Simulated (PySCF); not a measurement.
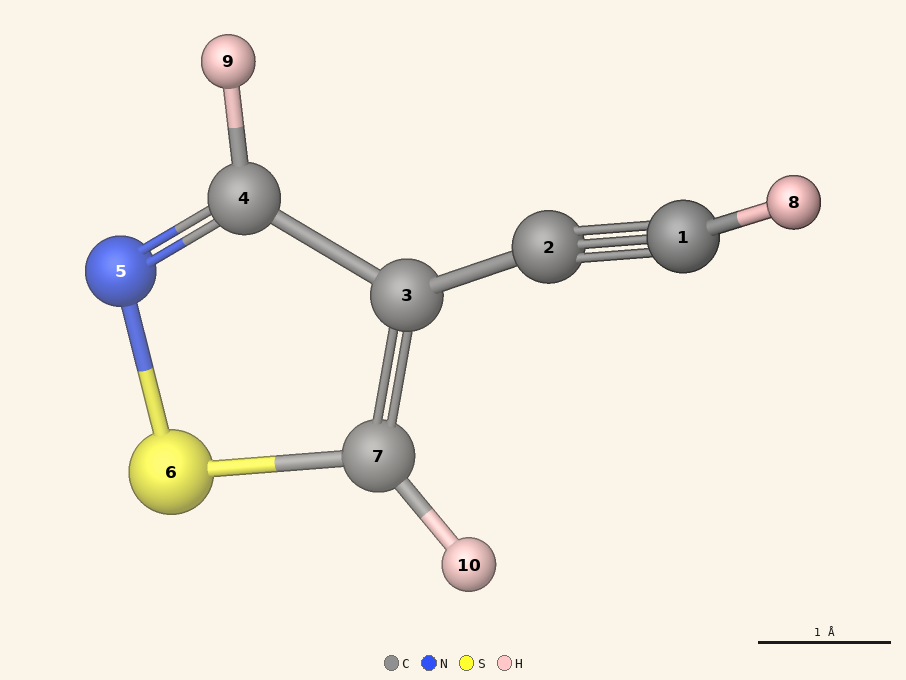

Orthographic view. Depth is shown by fading: the farther an atom, the more it takes the colour of the background. Geometry: a frame of a GFN2-xTB molecular-dynamics simulation, not a minimum.

Write a MOL file (V2000) with the atoms in numerical order, bonds sorted by atom number with the orders drawn, and coordinates in the frame of the picture: x right, y up, z towards the viewer, origin at the mean position.

```
C5H3NS
                    3D

 10 10  0  0  0  0  0  0  0  0999 V2000
    2.1300    0.4900    1.2300 C   0  0  0  0  0  0  0  0  0  0  0  0
    1.1000    0.4100    0.6300 C   0  0  0  0  0  0  0  0  0  0  0  0
    0.0200    0.0400   -0.1500 C   0  0  0  0  0  0  0  0  0  0  0  0
   -1.2200    0.7800   -0.1200 C   0  0  0  0  0  0  0  0  0  0  0  0
   -2.1600    0.2200   -0.8500 N   0  0  0  0  0  0  0  0  0  0  0  0
   -1.7800   -1.3100   -1.3400 S   0  0  0  0  0  0  0  0  0  0  0  0
   -0.2000   -1.1900   -0.7400 C   0  0  0  0  0  0  0  0  0  0  0  0
    2.9700    0.7500    1.8300 H   0  0  0  0  0  0  0  0  0  0  0  0
   -1.3400    1.8200    0.2000 H   0  0  0  0  0  0  0  0  0  0  0  0
    0.4900   -2.0100   -0.6900 H   0  0  0  0  0  0  0  0  0  0  0  0
  1  2  3  0
  1  8  1  0
  2  3  1  0
  3  4  1  0
  3  7  2  0
  4  5  2  0
  4  9  1  0
  5  6  1  0
  6  7  1  0
  7 10  1  0
M  END
```
